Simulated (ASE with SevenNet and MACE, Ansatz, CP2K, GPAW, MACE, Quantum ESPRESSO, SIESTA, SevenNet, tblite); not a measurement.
**Amorphous SnO2 (72 atoms) in machine-learned potentials**

Aim: run amorphous SnO2 (72 atoms) in machine-learned potentials and see how near its forces come to a plane-wave reference, and at what cost.

Calculated with ASE with SevenNet and MACE; the method is named at each step.

## 1. The structure

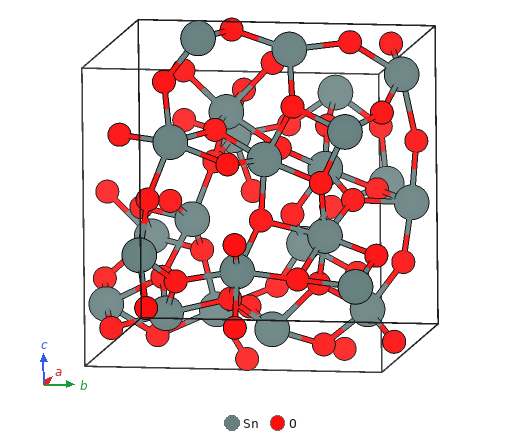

The starting structure, seen slightly off an axis (tin teal, oxygen red). Bonds to atoms that aren't drawn are left out. Some periodic images of atoms are drawn too.

The cell holds 72 atoms: 24 Sn and 48 O. Its edges and angles: a = 9.851 Å, b = 9.851 Å, c = 9.851 Å, α = 90.0°, β = 90.0°, γ = 90.0°. 72 atoms (24 Sn, 48 O) placed at random at 6.03 g/cm³, melted at 5000 K for 10 ps at fixed volume with the Morse and Coulomb pair potential with partial charges (Pedone, Malavasi, Menziani, Cormack and Segre, J. Phys. Chem. B 110, 11780 (2006)). Quenched from 5000 K to 300 K at 50 K/ps and fixed volume, held 10 ps at zero pressure, then minimised at fixed cell. Then every atom was moved at random, 0.02 Å r.m.s. a Cartesian component.

The yardstick, on the same geometry:

- method: Kohn-Sham DFT, PBE, PAW, plane waves (Ansatz 0.2.0); cutoff 420 eV, Γ point, fermi-dirac smearing of 0.05 eV; PAW set soft_2
- r.m.s. force component: 0.6738 eV/Å
- longest force: 2.569 eV/Å
- pressure: 8.049 GPa
- spacing of highest filled and lowest empty level: 0.335 eV
- SCF cycles: 11
- time: 14 s on 4 threads of Arm Neoverse V2, shared host
- CPU time: 49 s

## 2. SevenNet l3i5 potential

Method: machine-learned interatomic potential SevenNet l3i5, trained on PBE(+U) plane-wave data.

Input file run.py:

```python
import numpy as np
from ase.io import read
import mlip  # loads the published weights by name

atoms = read("structure.xyz")
atoms.calc = mlip.calc("7net-l3i5")
energy = atoms.get_potential_energy()
forces = atoms.get_forces()
print(f"energy {energy:.6f} eV")
print("forces (eV/A)")
for i, (a, f) in enumerate(zip(atoms, forces)):
    print(f"{i:4d} {a.symbol:2s} {f[0]:10.5f} {f[1]:10.5f} {f[2]:10.5f}")
stress = -atoms.get_stress(voigt=False) * 160.21766
print("stress (GPa, compression positive)")
for row in stress:
    print(" ".join(f"{x:10.4f}" for x in row))
```

Input file structure.xyz:

```xyz
72
Lattice="9.85089 0.00000 0.00000 0.00000 9.85089 0.00000 0.00000 0.00000 9.85089" Properties=species:S:1:pos:R:3 pbc="T T T"
Sn 7.21666 6.63211 3.26636
Sn 0.47905 2.16749 4.26317
Sn 5.00258 1.75247 0.97386
Sn 7.61533 4.56953 5.68840
Sn 2.18522 6.89464 3.83860
Sn 4.85895 7.11599 5.88640
Sn 9.64816 2.01933 9.30486
Sn 2.04091 4.61869 7.39299
Sn 2.04642 0.33739 1.72952
Sn 5.72573 9.80361 4.68676
Sn 8.16599 0.27720 2.34697
Sn 9.65801 7.15854 1.19767
Sn 8.21712 5.32076 9.23915
Sn 9.76420 6.84095 6.29403
Sn 2.51710 7.92642 8.79714
Sn 3.63311 2.91537 4.33016
Sn 4.91284 8.45945 1.25412
Sn 2.02731 9.68874 5.90531
Sn 4.60854 5.34559 0.58150
Sn 1.16191 4.17353 1.77681
Sn 7.76260 9.12517 8.56978
Sn 8.00868 1.37499 6.13198
Sn 5.16315 3.79190 7.64311
Sn 7.42728 3.66502 2.00495
O 8.61736 5.33101 7.28395
O 5.66840 9.51665 2.71855
O 3.75654 0.16599 0.65962
O 3.56474 3.68207 6.26950
O 6.29748 9.06577 9.82183
O 3.56681 1.91836 2.41761
O 8.42576 7.29715 9.48493
O 6.90065 1.71701 1.71849
O 3.60503 4.68065 8.64967
O 8.79803 8.25830 7.11983
O 6.22369 5.14413 9.11818
O 3.92656 9.00421 5.39405
O 5.19053 1.89393 4.65839
O 0.87151 3.21218 8.06197
O 8.30745 3.39629 9.84212
O 8.39069 8.10324 2.45425
O 5.50054 3.78934 1.41183
O 6.53676 9.82390 6.58719
O 3.88854 7.37329 7.46875
O 0.39394 0.61509 2.85282
O 1.24801 8.38577 0.54574
O 8.51038 6.26221 4.80123
O 3.77447 6.21394 4.52589
O 5.07212 2.39849 8.99958
O 1.26712 7.98346 5.22609
O 2.34028 1.47872 4.90702
O 1.31480 2.17281 0.85929
O 6.83455 3.08490 6.76323
O 8.96500 0.33493 0.47432
O 1.32760 6.60601 7.91539
O 2.76111 8.53796 2.81302
O 7.69611 0.66168 4.27036
[... 12 atom lines left out ...]
O 6.19197 7.76762 4.64578
O 8.87624 3.09732 5.29003
O 3.79772 7.21016 0.25120
O 1.81778 3.58060 3.62897
```

Started as:

```
$ OMP_NUM_THREADS=1 python run.py > output.txt
```

What it wrote:

```text
energy -431.261871 eV
forces (eV/A)
   0 Sn   -0.93180   -0.56440    0.29750
   1 Sn   -0.25505   -0.04721   -0.41317
   2 Sn   -0.27374    1.50752    0.22965
   3 Sn   -0.38856    1.44709   -0.42304
   4 Sn    0.08978    0.76588   -0.26440
   5 Sn   -1.09277   -0.86794    0.89475
   6 Sn    1.91248    1.33203    0.95255
   7 Sn   -0.64268    0.93570   -0.14076
   8 Sn   -0.07257   -0.26501    0.67186
   9 Sn   -1.51690    0.68050    0.29314
  10 Sn    0.42261   -0.30941   -0.38190
  11 Sn    1.11486   -0.27144   -0.57276
  12 Sn    0.04528   -0.59161   -0.37941
  13 Sn    1.09859   -0.91591    0.85699
  14 Sn   -0.67944   -0.10980   -1.04394
  15 Sn   -0.35462    0.07029   -0.71719
  16 Sn    0.15264   -0.51938    1.47893
  17 Sn    0.42963   -0.28727   -0.01328
  18 Sn   -0.03938    0.13883   -0.51125
  19 Sn    0.62524    0.14936   -0.71564
  20 Sn    0.61269   -0.89934   -0.21780
  21 Sn    0.04798    0.07564    0.78267
  22 Sn    0.49609    0.87686    0.03923
  23 Sn    0.33268   -0.26727    0.06310
[...]
64 O    -0.73035   -1.27729    0.29165
  65 O    -0.39056   -0.45061   -0.19233
  66 O    -0.48023    0.24730   -0.36683
  67 O     0.44359    1.03600   -0.64623
  68 O     1.53204    0.20553   -0.72468
  69 O     0.68646   -1.06183    0.02793
  70 O    -0.03715   -0.58298    0.02708
  71 O    -0.10015    0.52510    0.48290
stress (GPa, compression positive)
    7.9202     0.3077     0.4283
    0.3077     8.4441    -0.7848
    0.4283    -0.7848     9.8287
```

It took 8.1 s on 1 thread of Arm Neoverse V2, shared host; peak memory 1.3 GiB.

Banners, paths, timers and routine set-up lines are dropped from the logs unmarked, and long logs keep their key lines alone; longer cuts are marked.

Against the reference:

```yaml
r_m_s_force_component: 0.6747 eV/Å
r_m_s_difference_of_force_components: 73.74 meV/Å
longest_difference_of_force_vectors: 307.1 meV/Å
force_difference_over_r_m_s_force: 10.94 %
slope_of_forces_against_the_reference_s: 0.9954
correlation_of_force_components: 0.994
pressure: 8.731 GPa
pressure_difference: 0.6819 GPa
```

Length of the force difference by element (eV/Å):

```
element  atoms  mean  most
      O     48  0.10  0.23
     Sn     24  0.13  0.31
```

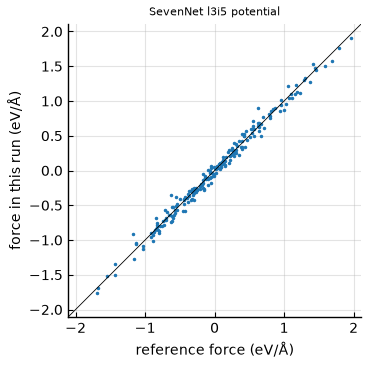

Force components against those of the reference; the line marks equality.

Local excerpt of 9 atoms (numbers count through the whole input) about Sn7, which bears the longest force; x, y, z are measured from there.

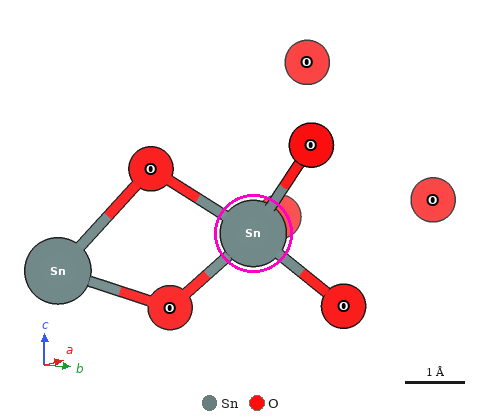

The atoms of the table, within 3.4 Å (arrows a, b, c point along x, y, z); some may hide others; the central atom is ringed.

```
atom      x      y      z  distance (Å)  bonds     Fx     Fy  Fz (eV/Å)
 Sn7   0.00   0.00   0.00          0.00      5   1.91   1.33       0.95
 O57  -1.11  -0.93  -1.27          1.93      3  -0.80  -0.41      -0.80
 O39  -1.34   1.38   0.54          2.00      3  -0.69  -0.20       0.36
 O38   1.07   1.19  -1.24          2.03      2  -0.48  -0.79      -0.04
 O51   1.52   0.15   1.41          2.07      3   0.32  -0.05      -0.76
 O53  -0.68  -1.68   1.02          2.08      3  -0.41  -0.88      -0.27
 O59  -0.32   1.20   3.10          3.34      3   0.39  -0.42       0.81
Sn21  -1.89  -2.75  -0.74          3.41      6   0.61  -0.90      -0.22
 O62   0.54   3.30   0.84          3.45      3   0.04   0.31      -0.61
```

Atoms are counted from 1 here, from 0 in the log.

Forces lie 11 % from the reference's, at 0.16 times its CPU time (on 1 against 4 cores).

## 3. SevenNet 0 potential

Method: machine-learned interatomic potential SevenNet 0, trained on PBE(+U) plane-wave data.

Edit run.py of step 2 so:

```diff
@@ -5,3 +5,3 @@
 atoms = read("structure.xyz")
-atoms.calc = mlip.calc("7net-l3i5")
+atoms.calc = mlip.calc("7net-0")
 energy = atoms.get_potential_energy()
```

structure.xyz is that of step 2.

What it wrote:

```text
energy -431.464905 eV
forces (eV/A)
   0 Sn   -0.80906   -0.61519    0.19484
   1 Sn   -0.14143   -0.05188   -0.32858
   2 Sn   -0.36054    1.31694    0.37503
   3 Sn   -0.30519    1.27398   -0.41712
   4 Sn   -0.10152    0.60514   -0.26507
   5 Sn   -0.90438   -0.63890    0.85110
   6 Sn    1.82696    1.18446    0.81669
   7 Sn   -0.49613    0.96504   -0.18458
   8 Sn   -0.07230   -0.17308    0.61407
   9 Sn   -1.26815    0.57427    0.45680
  10 Sn    0.41851   -0.19515   -0.28815
  11 Sn    1.00334   -0.37157   -0.49281
  12 Sn    0.10951   -0.63703   -0.32882
  13 Sn    1.16178   -0.97663    0.78683
  14 Sn   -0.64860   -0.06287   -1.00919
  15 Sn   -0.56665    0.48308   -0.79598
  16 Sn    0.02083   -0.46590    1.31357
  17 Sn    0.26481    0.06656   -0.20488
  18 Sn   -0.04340    0.03840   -0.59834
  19 Sn    0.50710    0.02894   -0.66273
  20 Sn    0.64131   -0.80170   -0.35316
  21 Sn    0.04233   -0.03549    0.78315
  22 Sn    0.41550    1.04306   -0.15918
  23 Sn    0.49677   -0.20525    0.05005
[...]
64 O    -0.75379   -1.19768    0.28562
  65 O    -0.45370   -0.47453   -0.19387
  66 O    -0.40163    0.16472   -0.26719
  67 O     0.41778    1.03696   -0.59403
  68 O     1.41481    0.29968   -0.67602
  69 O     0.52169   -0.81372    0.07189
  70 O    -0.11532   -0.46930    0.00883
  71 O    -0.03642    0.43988    0.44250
stress (GPa, compression positive)
    8.3793     0.1552     0.2998
    0.1552     8.5868    -0.7440
    0.2998    -0.7440    10.0683
```

Run time: 6.4 s. Hardware: 1 thread; peak memory 0.86 GiB.

Compared with the plane-wave run:

- r.m.s. force component: 0.6496 eV/Å
- r.m.s. difference of force components: 106.4 meV/Å
- longest difference of force vectors: 551.1 meV/Å
- force difference over r.m.s. force: 15.79 %
- slope of forces against the reference's: 0.9523
- correlation of force components: 0.9877
- pressure: 9.011 GPa
- pressure difference: 0.9624 GPa

Against the first run (11 %), the force difference from the reference is 16 %, at 0.79 times the CPU time.

## 4. MACE MP-0b2 small potential

Method: machine-learned interatomic potential MACE MP-0b2 small, trained on PBE(+U) plane-wave data.

Edit run.py of step 3 so:

```diff
@@ -5,3 +5,3 @@
 atoms = read("structure.xyz")
-atoms.calc = mlip.calc("7net-0")
+atoms.calc = mlip.calc("mace-mp-0b2-small")
 energy = atoms.get_potential_energy()
```

structure.xyz is that of step 3.

What it wrote:

```text
energy -431.556722 eV
forces (eV/A)
   0 Sn   -0.83907   -0.42034    0.33140
   1 Sn   -0.10782    0.00450   -0.51299
   2 Sn   -0.31926    1.24495    0.35380
   3 Sn   -0.31225    1.31078   -0.34294
   4 Sn   -0.06374    0.48127   -0.11599
   5 Sn   -0.61593   -0.57808    0.25719
   6 Sn    1.72830    0.88879    1.02394
   7 Sn   -0.43425    0.90419   -0.12552
   8 Sn   -0.08283   -0.01158    0.43758
   9 Sn   -1.07919    0.51224    0.43927
  10 Sn    0.26182   -0.15456   -0.33613
  11 Sn    0.98893   -0.27768   -0.44817
  12 Sn    0.13862   -0.45913   -0.28646
  13 Sn    0.96438   -0.85528    0.69557
  14 Sn   -0.73380   -0.01963   -0.79080
  15 Sn   -0.36595    0.55217   -0.68875
  16 Sn    0.14714   -0.47196    1.28111
  17 Sn    0.35424   -0.19674   -0.06588
  18 Sn   -0.05611    0.20231   -0.40791
  19 Sn    0.56628    0.08706   -0.57433
  20 Sn    0.50492   -0.70586   -0.31707
  21 Sn   -0.21397    0.06509    0.71447
  22 Sn    0.35534    0.71056   -0.22276
  23 Sn    0.36185   -0.32817    0.17729
[...]
64 O    -0.74722   -1.04468    0.25916
  65 O    -0.37789   -0.32890   -0.13923
  66 O    -0.42025    0.23186   -0.28233
  67 O     0.37820    0.89790   -0.59832
  68 O     1.34821    0.16407   -0.62282
  69 O     0.69212   -0.93032    0.09956
  70 O     0.02224   -0.52675    0.08820
  71 O    -0.14856    0.37218    0.47039
stress (GPa, compression positive)
    7.2667     0.1542     0.1967
    0.1542     7.5441    -0.5549
    0.1967    -0.5549     8.9690
```

Wall time 5.4 s (1 thread); peak memory 0.67 GiB.

Against the reference:

* r.m.s. force component: 0.583 eV/Å
* r.m.s. difference of force components: 145.2 meV/Å
* longest difference of force vectors: 663.6 meV/Å
* force difference over r.m.s. force: 21.55 %
* slope of forces against the reference's: 0.8512
* correlation of force components: 0.9837
* pressure: 7.927 GPa
* pressure difference: -0.1225 GPa

Against the first run (11 %), the force difference from the reference is 22 %, at 0.67 times the CPU time.

## 5. Side by side

Differences are against the plane-wave reference, forces as r.m.s. over components; share is that over the reference's r.m.s. force, slope the least-squares factor from reference forces to these. Total energies of different programs have different zeros and aren't compared.

```
                        run  Δ force, r.m.s. (meV/Å)  share (%)  slope  Δ pressure (GPa)  cores  CPU time  memory (GiB)
                  reference                        -          -      -                 -      4      49 s           1.4
    SevenNet l3i5 potential                     73.7       10.9  0.995             0.682      1       8 s           1.3
       SevenNet 0 potential                      106       15.8  0.952             0.962      1     6.3 s          0.86
MACE MP-0b2 small potential                      145       21.5  0.851            -0.122      1     5.3 s          0.67
```

Times of the machine-learned potentials are mostly Python's start and the loading of weights.

CPU time is summed over cores on a shared host, where runs went side by side, so it is rough. Symmetry, cutoffs, thresholds, outputs and thread counts weren't matched or tuned between programs; memory under MPI is the largest rank's times the ranks.

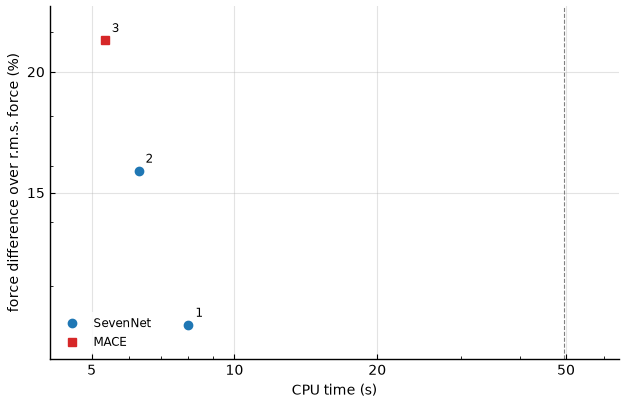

Force difference against CPU time; the dashed line marks the reference's time. Points: 1 SevenNet l3i5 potential; 2 SevenNet 0 potential; 3 MACE MP-0b2 small potential.

## 6. Outcome

```yaml
nearest_in_forces: SevenNet l3i5 potential, 11 %
its_cpu_time: 8 s
```

In words: Machine-learned potentials differ by 11 % (SevenNet l3i5 potential) to 22 % (MACE MP-0b2 small potential); they were trained on other programs' data. Machine-learned potentials mimic data converged in k, so the reference's own k-point error enters their differences. The quench rate of 50 K/ps is many orders above laboratory rates, so the cell is likely richer in defects and strain than a real sample. The network of bonds at the start is that of the classical potential that made the cell, and needn't be the one that DFT or experiment would give. The electronic-structure runs sample only Γ, in a cell whose shortest periodic width is 10 Å.

[Also dropped from logs without a mark: logging warnings of Python, and SIESTA's first energy breakdown and zero terms.]

[Logs are printed without paths, hosts, clocks, repeated set-up lines and the standing remarks that a program may print on its own settings, such as how far it seeks lower states.]

[Hosts, paths, dates, database ids (printed as entryN), source tags and the programs' standing remarks are cut or masked in the printed files.]
